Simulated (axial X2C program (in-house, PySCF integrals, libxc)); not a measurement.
**Relativistic diatomic calculation for CoH**

System: CoH, single determinant with Ω = 4.
Method: PBE0, two-component X2C with atomic mean-field Coulomb and Gaunt terms, Co dyall-v3z, H dyall-v3z (cores contracted) (axial X2C program (in-house, PySCF integrals, libxc)).

## Input
```
{"zs": [27, 1], "q": 0, "bas": ["dyall-v3z", "dyall-v3z"], "levels": ["PBE0", "HF", "B97-3", "BHandHLYP"], "cc": false, "r0": 1.43, "npts": 10, "nst": 2, "ntry": 6, "opt": {"auxb": 4.0}}
```

The line is the task of a batch: nuclear charges, charge, bases, the levels to run, a first guess of the distance and further settings. This report covers PBE0 with spin-orbit coupling. The log is that of the reference distance 1.565 Å, started from orbitals converged before.

Hardware: 1 thread of Arm Neoverse N1, 54 GiB of memory available, shared host.

The run was one of a batch that the task file lists, launched with:
```bash
python <driver script> task.json out
```

## Log
```
two-component X2C + atomic mean field  PBE0
basis functions 125  fitting functions 406  grid points 5070
iter        total energy     max residual
   1      -1393.401035799     5.22e-05
   2      -1393.401035806     2.68e-05
   3      -1393.401035811     4.98e-05
   4      -1393.401035816     6.75e-06
converged
one-electron -1947.83522925  Coulomb 605.76891882  exact exchange -14.69530143  xc functional -45.37334809  nuclear repulsion 9.12957488  atomic mean-field constant -0.39565074
```

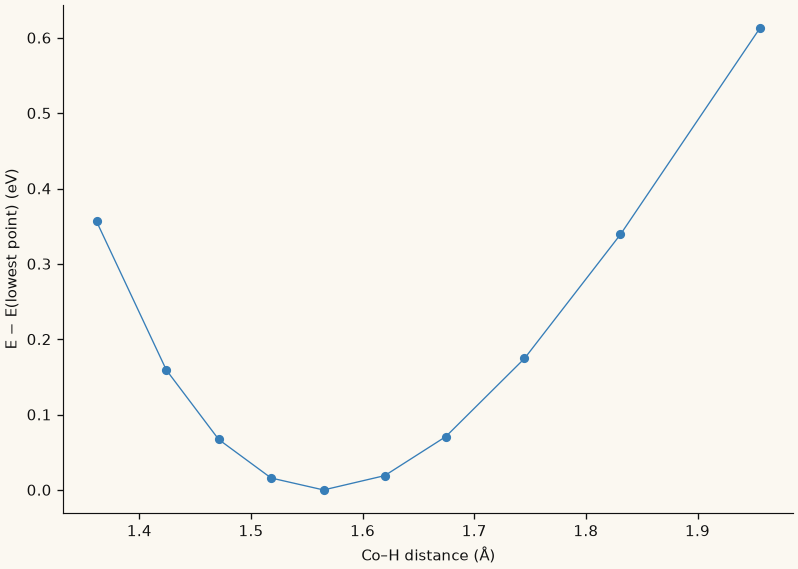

Figure 1. Energy at 10 bond lengths, for one set of occupations held fixed; the line joins the points. A polynomial of degree 6 through 9 points gives rₑ = 1.565 Å, ωₑ = 1929 cm⁻¹, ωₑxₑ = 35 cm⁻¹ and Bₑ = 6.946 cm⁻¹. The minimum lies 1.78 eV below Co + H, each computed as one determinant at the same level.

## What the run reported

```tsv
quantity	value
outcome	converged
bond length rₑ	1.565 Å
ωₑ	1929 cm⁻¹
energy at the minimum	−1393.40104 hartree
depth below the fragments	1.78 eV
wall time	6.8 s
peak memory	0.25 GiB
```

## What is odd here

One thing in this input was made odd on purpose: sparse fitting set (auxb = 4.0). The program ran to the end. Its numbers are those of the input as typed; this run alone doesn't show how far the oddity moves them.
